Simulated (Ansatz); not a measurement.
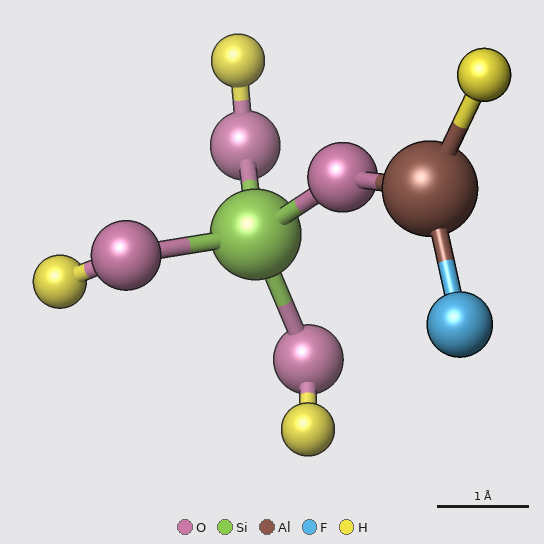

Ball-and-stick drawing of a structure. Every bond is drawn as one stick, whatever its order.

> Give the formula.

AlFH4O4Si, 11 atoms: 1 aluminium, 1 fluorine, 4 hydrogen, 4 oxygen and 1 silicon.

> Write the SMILES.

O[Si](O)(O)[O][AlH][F]

> Name some functional groups or characteristic bonds that it holds.

Among them: Si–O bond.

> How many bonds of each kind are drawn?

4 O–Si, 3 O–H, 1 Al–O, 1 Al–F, 1 Al–H.

More results for the same structure follow; atom numbers are the same in all pictures, views and colours differ. The computed structure is the end point of a PBE0-D4/def2-TZVP optimisation.

Symmetry

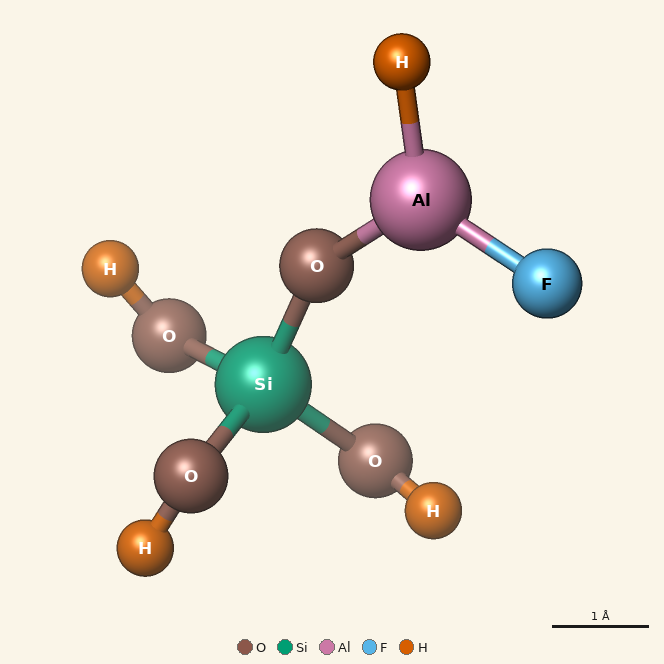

Atoms fade into the background with distance from the viewer. Masses are those of the most abundant isotopes; constants are for the rigid equilibrium geometry.

> What kind of rotor is it, and what are its rotational constants in MHz?

An asymmetric top (C1): A = 3279, B = 996, C = 948 MHz. Ray's parameter κ is −0.96, close to the prolate limit.

Vibrations

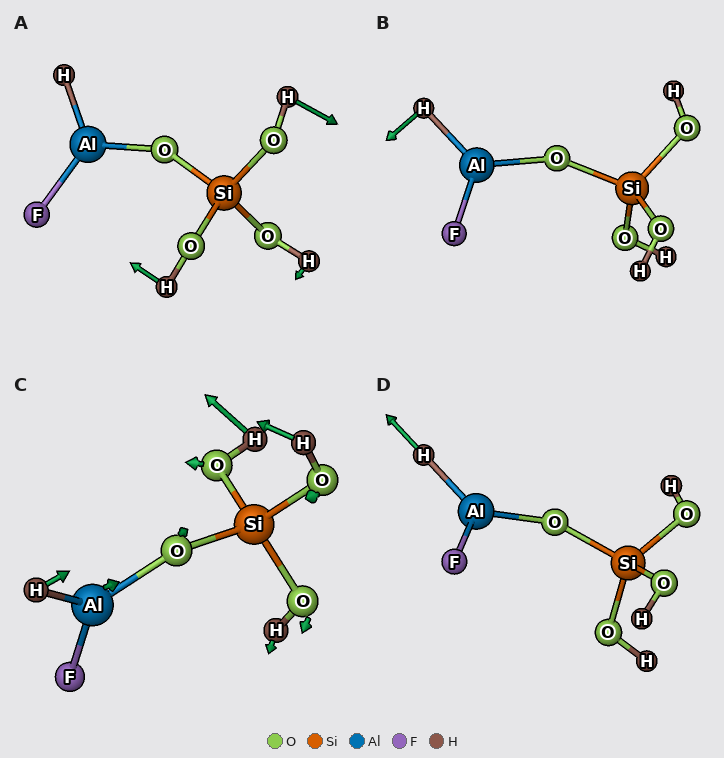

4 normal modes of one molecule or complex, as arrows. Harmonic vibrations computed with RKS PBE0-D4/def2-TZVP (Ansatz 0.2.0) at a stationary point of the same level.

> Match the panels to the wavenumbers 128 cm⁻¹, 324 cm⁻¹, 667 cm⁻¹, 2022 cm⁻¹.

A: 128 cm⁻¹, a torsion or out-of-plane motion in which bond lengths and bond angles hardly change
B: 667 cm⁻¹, angle bending
C: 324 cm⁻¹, O–Si–O bending
D: 2022 cm⁻¹, Al–H stretching

Dipole moment

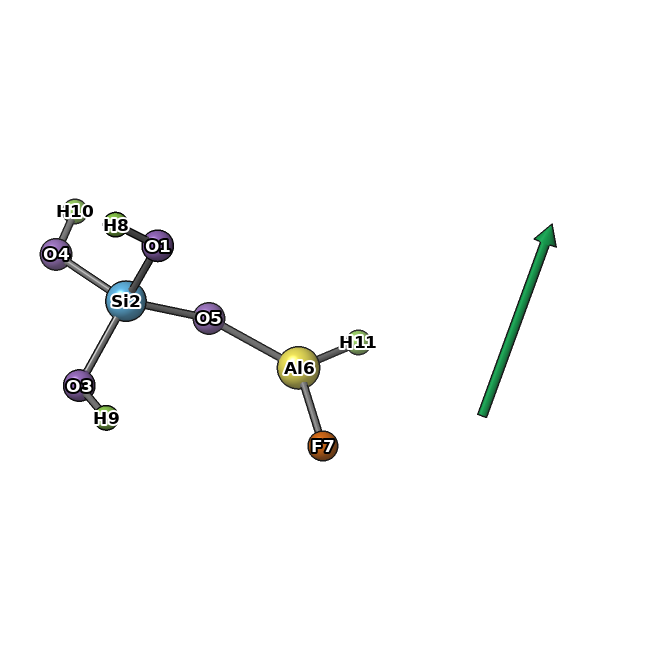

The arrow beside the molecule shows the direction of the dipole moment, from the negative to the positive end (its length means nothing). Level of theory: RKS ωB97M-V/def2-TZVPP (Ansatz 0.2.0).

> Estimate the dipole moment.

1.51 D; it points from the side of H9 to the side of O1, H8 (the outermost atoms at the two ends).

Electronic properties

Method: RKS r2SCAN-D4/def2-TZVPP (Ansatz 0.2.0).

> Estimate the HOMO–LUMO gap.

6.63 eV.

> Estimate the HOMO energy (Kohn–Sham orbital).

−7.60 eV.

> Estimate the vertical ionisation energy.

10.50 eV.

> What is the dispersion correction?

−6.4 kJ/mol.
